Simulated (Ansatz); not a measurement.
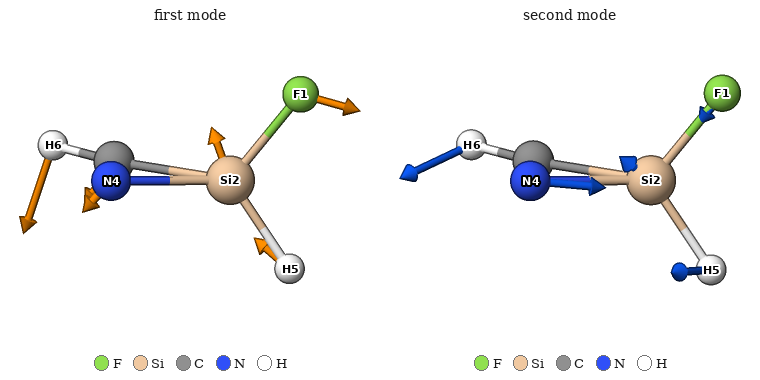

The system is CH2FNSi, SMILES F[SiH]1C=N1; the picture shows the reference structure; its two panels give the patterns of the first and the second mode as arrows. First axis: normal mode 2 (331 cm⁻¹). Second axis: normal mode 4 (803 cm⁻¹). Nothing is relaxed (straight displacements along the two mass-weighted modes). Grid: 15 × 15 points. Points are written as (first, second). All energies are given in kJ/mol relative to the lowest grid point. The calculation used Ansatz, RHF/def2-TZVP.

Its coordinates:

```xyz
6

F     1.8213   -0.2845   -0.7864
Si    0.2734   -0.1882   -0.5934
C    -0.4651    0.4780    0.8366
N    -0.4548   -0.8006    0.8409
H    -0.3341   -0.3354   -1.9060
H    -0.8406    1.1308    1.6083
```

Range: normal mode 2 (331 cm⁻¹) from −1.75 to 1.75 amu½·Å; normal mode 4 (803 cm⁻¹) from −0.919 to 0.919 amu½·Å.

**What will the energy surface look like?**

The lowest grid point is at (0.00 amu½·Å, 0.000 amu½·Å). It is the only kind of minimum in the scanned range. The highest grid point, (−1.75 amu½·Å, 0.919 amu½·Å), lies 196 kJ/mol above the lowest.

```csv
"normal mode 4 (803 cm⁻¹) ↓, normal mode 2 (331 cm⁻¹) →",−1.75,−1.50,−1.25,−1.00,−0.75,−0.50,−0.25,0.00,0.25,0.50,0.75,1.00,1.25,1.50,1.75
0.919,196,181,170,160,152,146,142,139,137,137,139,144,151,161,175
0.787,154,139,126,116,109,103,99,96,96,97,100,106,115,126,141
0.656,122,106,93,83,75,69,65,63,63,65,70,76,86,99,114
0.525,98,81,68,58,49,44,40,38,39,41,46,54,64,78,94
0.394,81,64,50,40,31,25,22,21,21,24,30,38,49,63,80
0.263,71,53,39,28,19,13,10,9,10,13,19,27,39,53,70
0.131,66,48,33,22,13,7,3,2,3,7,13,22,33,47,65
0.000,65,47,32,20,11,5,1,0,1,5,11,20,32,46,64
−0.131,69,50,35,23,13,7,3,2,3,7,13,22,34,48,66
−0.263,76,57,41,29,19,13,9,7,8,12,18,27,39,54,71
−0.394,87,67,51,38,28,21,17,16,17,20,27,35,47,62,79
−0.525,100,80,64,50,40,33,29,27,28,31,37,46,58,72,89
−0.656,117,96,79,65,55,47,42,40,41,44,50,59,70,85,102
−0.787,135,114,97,83,72,64,59,56,57,60,66,74,85,99,116
−0.919,156,134,117,102,91,82,77,74,74,77,83,91,102,116,133
```

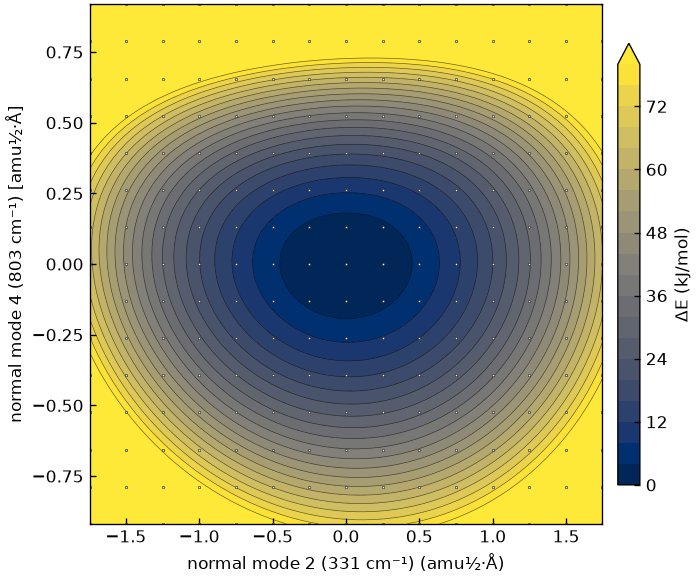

The picture shows filled contours, dots at the grid points, one colour for all values above the top of the scale. Between grid points the surface is interpolated.

Each point was launched as `ansatz run input.yaml --threads 1 --pin off --max-ram 2560MiB --backend cpu --events-out ev --progress --plain --runs-dir out`. Time for the 225 points that were run: 9.7 min on 1 thread of Arm Neoverse V2, on a shared host.
